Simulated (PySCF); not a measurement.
**A workflow on C2HBCl2 (SMILES C#CB(Cl)Cl)**

We compute a geometry optimisation (HF/cc-pVDZ), then vibrational wavenumbers, then the energy (DF-CCSD(T)/STO-3G), then the vertical excitations (TDA-r2SCAN0/jun-cc-pV(D+d)Z) of C2HBCl2. The job is set up through a Python script.

Program for the calculation: PySCF 2.14.0.

## Step 1: The molecule

The species is C2HBCl2 (6 atoms), meant as a singlet with charge 0. As SMILES, `C#CB(Cl)Cl`. Geometry: a rough force-field guess. The run starts from this shape.

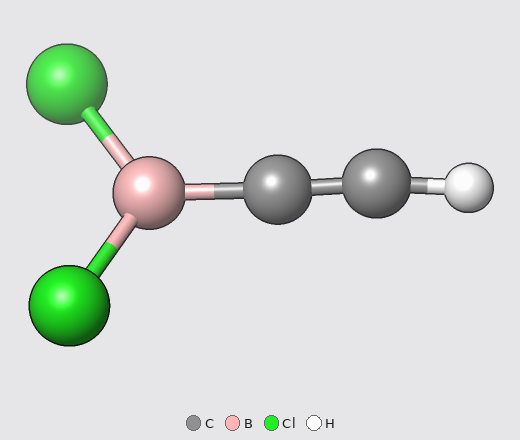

Viewed from a chosen angle; carbon grey, boron pink, chlorine green, hydrogen white.

## Step 2: A geometry optimisation at HF/cc-pVDZ (density fitting) (run 1)

File start.xyz:

```xyz
6

C     -1.006400     0.259900     1.311800
C     -0.309300     0.079800     0.381700
B      0.615100    -0.198400    -0.798700
Cl     0.853700    -1.893400    -1.477300
Cl     1.601900     1.172400    -1.568100
H     -1.713000     0.515700     2.104300
```

File calc.py:

```python
from pyscf import gto, scf
from pyscf import df
from pyscf.geomopt.geometric_solver import kernel as optimise

molecule = gto.M(
    atom='start.xyz',
    max_memory=1860,
    verbose=4,
    basis='cc-pvdz',
)

myscf = scf.RHF(molecule)
myscf = myscf.density_fit(auxbasis=df.aug_etb(molecule, beta=2.0))
converged, mol_eq = optimise(myscf, maxsteps=100)
print('converged:', converged)
print(mol_eq.tostring())

myscf.reset(mol_eq)
molecule = mol_eq
myscf.kernel()
energy = myscf.e_tot
print('E = %.10f Eh' % energy)
```

Command:

```console
$ OMP_NUM_THREADS=1 python calc.py
```

Log:

```text
PySCF version 2.14.0

[... 88 lines left out ...]
WARN: Mole.unit (angstrom) is changed to Bohr
[... 126 lines left out ...]
converged SCF energy = -1020.05033229518
[... 215 lines left out ...]
converged SCF energy = -1020.05131929471
[... 196 lines left out ...]
converged SCF energy = -1020.0513820306
[... 190 lines left out ...]
converged SCF energy = -1020.05138588709
[... 67 lines left out ...]
converged SCF energy = -1020.05138588713
E = -1020.0513858871 Eh
```

Wall time 57 s (1 thread of Intel Xeon at 2.50GHz (Skylake/Cascade Lake), shared host); peak memory 0.24 GiB.

Steps, from the record of the run:

| step | energy from the first frame kept (eV) | largest force (eV/Å) |
| --- | --- | --- |
| 0 | 0.0000 | 3.9579 |
| 1 | -0.2366 | 0.7956 |
| 2 | -0.0623 | 1.7053 |
| 3 | -0.2435 | 0.6249 |
| 4 | -0.2634 | 0.1845 |
| 5 | -0.2646 | 0.0571 |
| 6 | -0.2649 | 0.0568 |
| 7 | -0.2651 | 0.0265 |
| 8 | -0.2652 | 0.0077 |
| 9 | -0.2652 | 0.0042 |
| 10 | -0.2652 | 0.0032 |

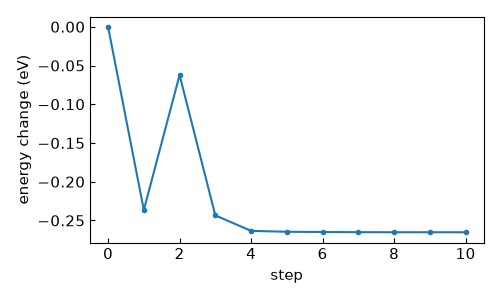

Energy along the run.

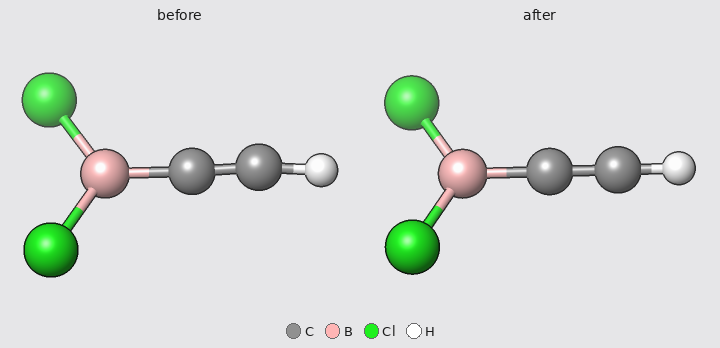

Before and after, at one scale.

After the run. Bond lengths: C1–C2 1.198 Å, C2–B3 1.524 Å, B3–Cl4 1.758 Å, B3–Cl5 1.758 Å, C1–H6 1.065 Å. Angles: C1–C2–B3 179.9°, C2–B3–Cl4 120.3°, C2–B3–Cl5 120.3°, Cl4–B3–Cl5 119.4°, C2–C1–H6 180.0°.

## Step 3: The harmonic vibrations at HF/cc-pVDZ (density fitting) (run 2)

File mol.xyz:

```xyz
6
C2HBCl2
C     -1.722196     0.500815     2.147558
C     -0.985146     0.286181     1.227511
B     -0.046481     0.013979     0.057948
Cl     0.133897    -1.617051    -0.571219
Cl     0.865062     1.326526    -0.674158
H     -2.377649     0.690989     2.965374
```

File job.py:

```python
from pyscf import gto, symm
from pyscf import df
from pyscf.hessian import thermo

mol = gto.M(
    atom='mol.xyz',
    verbose=4,
    charge=0,
    spin=0,
    max_memory=1860,
    basis='cc-pvdz',
)

mf = mol.RHF()
mf = mf.density_fit(auxbasis=df.aug_etb(mol, beta=2.0))
mf.kernel()

energy = mf.e_tot
print(f'total energy: {energy:.8f} hartree')
hess = mf.Hessian().kernel()
modes = thermo.harmonic_analysis(mol, hess)
thermo.dump_normal_mode(mol, modes)
symm.geom.TOLERANCE = 1e-3  # for the symmetry number
th = thermo.thermo(mf, modes['freq_au'], 298.15, 101325)
thermo.dump_thermo(mol, th)
```

Command:

```console
$ OMP_NUM_THREADS=1 python job.py
```

Log:

```text
PySCF version 2.14.0

[... 81 lines left out ...]
converged SCF energy = -1020.05138562289
total energy: -1020.05138562 hartree
[... 66 lines left out ...]
Gibbs free energy [Eh] -1020.05403
```

Wall time 74 s (1 thread of Intel Xeon at 2.50GHz (Skylake/Cascade Lake), shared host); peak memory 0.69 GiB.

## Step 4: A single-point energy at DF-CCSD(T)/STO-3G (density fitting with cc-pvqz-jkfit) (run 3)

File calc.py:

```python
# C#CB(Cl)Cl
from pyscf import gto, cc

mol = gto.M(
    atom='''
C     -1.026522     0.289636     1.281007
C     -0.289472     0.075002     0.360960
B      0.649193    -0.197200    -0.808603
Cl     0.830880    -1.827727    -1.439114
Cl     1.559896     1.116478    -1.539373
H     -1.681975     0.479810     2.098823
''',
    verbose=4,
    charge=0,
    basis='sto-3g',
    max_memory=1860,
)

hf = mol.RHF()
hf = hf.density_fit(auxbasis='cc-pvqz-jkfit')
hf.kernel()

mycc = cc.CCSD(hf, frozen=13).density_fit()
mycc.kernel()
e_t = mycc.ccsd_t()
e_final = mycc.e_tot + e_t
print(f'total energy: {e_final:.8f} hartree')
```

Command:

```console
$ OMP_NUM_THREADS=1 python calc.py
```

Log:

```text
PySCF version 2.14.0

[... 61 lines left out ...]
converged SCF energy = -1008.93057445406
[... 14 lines left out ...]
Init t2, MP2 energy = -1009.1265087986  E_corr(MP2) -0.195934344536375
[... 11 lines left out ...]
RCCSD converged
[... 2 lines left out ...]
total energy: -1009.15303682 hartree
```

Wall time 3.6 s (1 thread of Intel Xeon at 2.50GHz (Skylake/Cascade Lake), shared host); peak memory 0.13 GiB.

## Step 5: The vertical excitations at TDA-r2SCAN0/jun-cc-pV(D+d)Z (COSMO chlorobenzene, spin of roots singlet) (run 4)

File calc.py:

```python
from pyscf import gto, dft, tdscf, solvent

mol = gto.M(
    atom='''
C   -1.026522   0.289636   1.281007
C   -0.289472   0.075002   0.360960
B    0.649193  -0.197200  -0.808603
Cl   0.830880  -1.827727  -1.439114
Cl   1.559896   1.116478  -1.539373
H   -1.681975   0.479810   2.098823
''',
    basis='jun-cc-pv(d+d)z',
    spin=0,
    verbose=3,
    charge=0,
    max_memory=1860,
)

myscf = dft.RKS(mol, xc='r2scan0')
myscf = myscf.PCM()
myscf.with_solvent.method = 'COSMO'
myscf.with_solvent.eps = 5.6968
myscf.kernel()

e_final = myscf.e_tot
print('E = %.10f Eh' % e_final)

td = tdscf.TDA(myscf)
td.nstates = 4
td.kernel()
td.analyze()
roots = td.e * 27.211386
osc = td.oscillator_strength()
print('state   eV      nm      f')
for i, (w, f) in enumerate(zip(roots, osc), 1):
    print('%3d %9.4f %8.1f %9.5f' % (i, w, 1239.842 / w, f))
```

Command:

```console
$ OMP_NUM_THREADS=1 python calc.py
```

Log:

```text
WARN: PCM is an experimental feature. It is still in testing.
Features and APIs may be changed in the future.

converged SCF energy = -1021.97163923687
E = -1021.9716392369 Eh

WARN: PCM is an experimental feature. It is still in testing.
Features and APIs may be changed in the future.
```

Run time: 9.8 min. Hardware: 1 thread of Intel Xeon at 2.50GHz (Skylake/Cascade Lake), shared host.

Time ran out before the run finished.

## Step 6: Outcome

```
                                                              quantity                value
                            run 1, HF/cc-pVDZ: total energy at the end       -1020.05139 Eh
                                      run 1, HF/cc-pVDZ: dipole moment               2.00 D
                                        run 1, HF/cc-pVDZ: HOMO energy            -11.45 eV
                                        run 1, HF/cc-pVDZ: LUMO energy              1.46 eV
                                      run 1, HF/cc-pVDZ: HOMO–LUMO gap             12.92 eV
                         run 2, HF/cc-pVDZ: lowest harmonic wavenumber             146 cm⁻¹
                        run 2, HF/cc-pVDZ: highest harmonic wavenumber            3624 cm⁻¹
                                  run 2, HF/cc-pVDZ: zero-point energy          71.8 kJ/mol
                                run 3, DF-CCSD(T)/STO-3G: total energy       -1009.15304 Eh
        run 3, DF-CCSD(T)/STO-3G: dipole moment (Hartree–Fock density)               2.54 D
         run 3, DF-CCSD(T)/STO-3G: HOMO energy (Hartree–Fock orbitals)            -10.23 eV
         run 3, DF-CCSD(T)/STO-3G: LUMO energy (Hartree–Fock orbitals)              4.00 eV
       run 3, DF-CCSD(T)/STO-3G: HOMO–LUMO gap (Hartree–Fock orbitals)             14.23 eV
run 3, DF-CCSD(T)/STO-3G: correlation energy (13 core orbitals frozen)           -222.5 mEh
                              run 3, DF-CCSD(T)/STO-3G: (T) correction            -4.32 mEh
                               run 3, DF-CCSD(T)/STO-3G: T1 diagnostic                0.012
                                    run 4, TDA-r2SCAN0/jun-cc-pV(D+d)Z  no result (timeout)
```

What this shows: The program (run 2, HF/cc-pVDZ) took a symmetry number of 1 where this shape has 2, so the entropy in its output is too high by R ln(2/1) = 1.38 cal/(mol K). The optimisation (run 1, HF/cc-pVDZ) took 10 steps and changed the energy by -0.265 eV. All 12 modes (run 2, HF/cc-pVDZ) are real, so the shape is a minimum at this level. Mulliken charges (run 3, DF-CCSD(T)/STO-3G) of the mean-field density run from -0.19 on Cl4 to +0.44 on B3. The triples (run 3, DF-CCSD(T)/STO-3G) make up 1.9 % of the correlation energy. 1 of the 4 runs did not end normally.
